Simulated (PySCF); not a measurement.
SMILES Cl[C](Cl)Cl (CCl3), doublet at its B3LYP/def2-SVP optimised geometry (Å):

```
4

Cl     1.2553    -0.1330     0.0000
C     -0.4727    -0.1330     0.0000
Cl    -1.2553    -1.4078     0.8652
Cl    -1.2550     1.4078     0.0000
```

Calculation: unrestricted B3LYP/def2-TZVP in PySCF. Cells within 0.4 Å of a nucleus heavier than hydrogen are left out (blank, or x).

Map of the log10 of the electron density (e/bohr³), floored at −4 on the plane z = 1.0 Å:

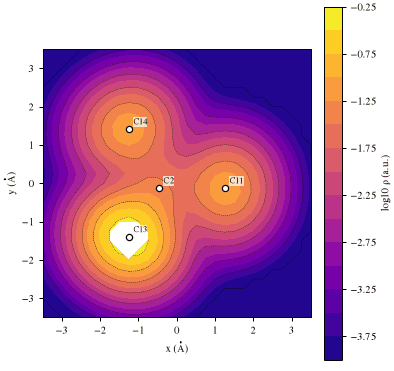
Log10 of the electron density (e/bohr³), floored at −4 on the plane z = 1.0 Å.
